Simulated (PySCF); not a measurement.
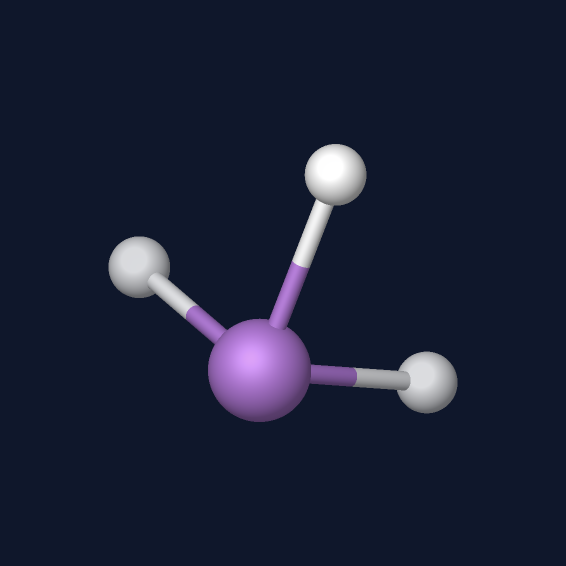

Ball-and-stick drawing of a structure. Every bond is drawn as one stick, whatever its order. Colours: arsenic purple, hydrogen white.

The computed structure is the end point of a GFN2-xTB optimisation. No frequency run is at hand to confirm it as a minimum.

Give the formula.

AsH3, 4 atoms: 1 arsenic and 3 hydrogen.

Which point group does it belong to?

Td.

How many sets of symmetry-equivalent atoms are there?

2: 1 As, 3 H.

Count the bonded pairs by element.

3 As–H.

Give a SMILES string for it.

[AsH3]

More results for the same structure follow; atom numbers are the same in all pictures, views and colours differ.

## Geometry

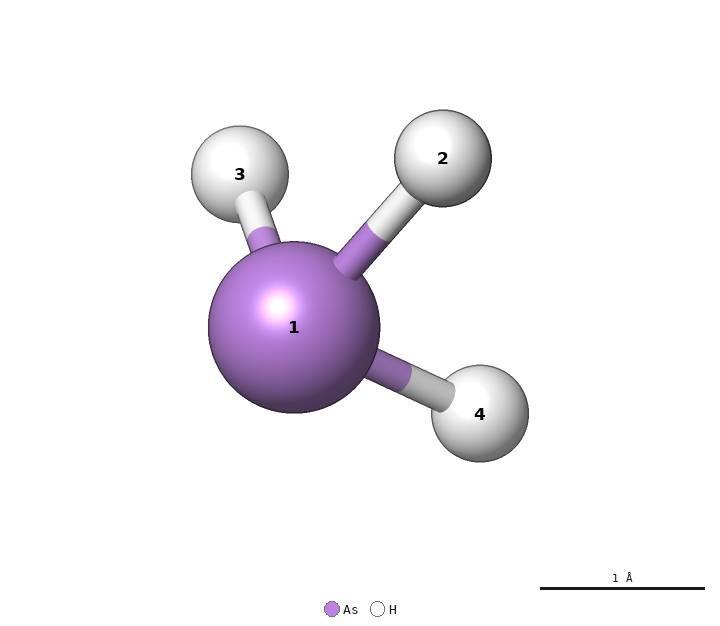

Numbered structure. No frequency run is at hand to confirm it as a minimum.

Describe the coordination of atom 1.

As1 has 3 neighbours (H2 at 1.50, H3 at 1.50, H4 at 1.50 Å); the arrangement is trigonal pyramidal.

## Quadrupole coupling

No frequency run is at hand to confirm it as a minimum. Electric field gradients from the ground-state density, PBE0/pcSseg-1 (PySCF 2.14.0), non-relativistic apart from any core potentials.

Give the largest field-gradient component, the quadrupole coupling constant and the asymmetry for 75As at As1 (Q = 314 mb), 2H at H2 (Q = 2.86 mb).

```tsv
atom	V_zz (a.u.)	e²qQ/h (MHz)	η
As1	−2.328	−171.7	0.00
H2	0.174	0.117	0.06
```

## Electronic properties

No frequency run is at hand to confirm it as a minimum. Method: PBE0/pcSseg-1, gas phase (PySCF 2.14.0).

Computed properties:

- dipole moment: 0.48 D
- HOMO energy (Kohn–Sham orbital): −8.00 eV
- LUMO energy (Kohn–Sham orbital): 0.84 eV
- HOMO–LUMO gap: 8.83 eV

## Charges

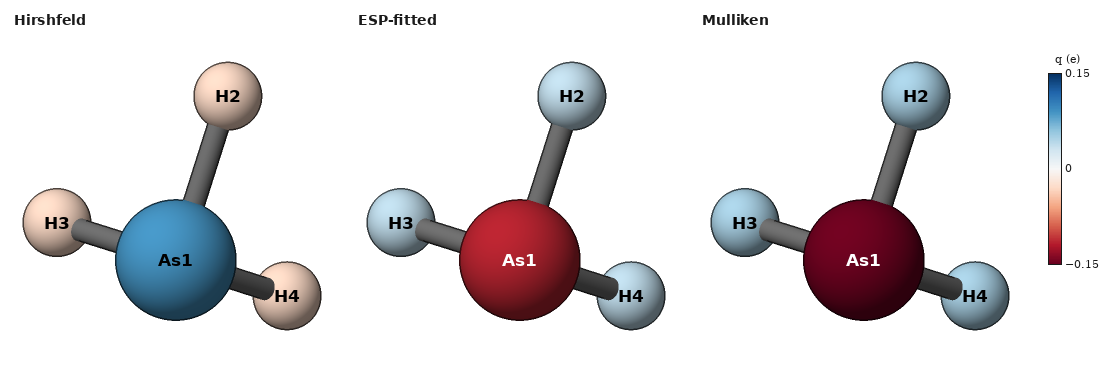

Atomic charges of one calculation by 3 schemes, on one colour scale. No frequency run is at hand to confirm it as a minimum. Level of theory: PBE0/pcSseg-1 (PySCF 2.14.0).

Which scheme gives the most polar picture (largest mean size of the charges)?

The Mulliken charges are the largest in size here, and the Hirshfeld charges the smallest.

List the charges (e), one line for each set of equivalent atoms.

```tsv
atom	Hirshfeld	ESP-fitted	Mulliken
As1	0.09	−0.11	−0.15
H2, H3, H4	−0.03	0.04	0.05
```

Mulliken values depend strongly on the basis set and can even reverse the polarity of a bond. The geometry is semi-empirical. Around As such bond lengths and angles can be off by a tenth of an ångström or more and by several degrees, and values that hang on the shape move with them.
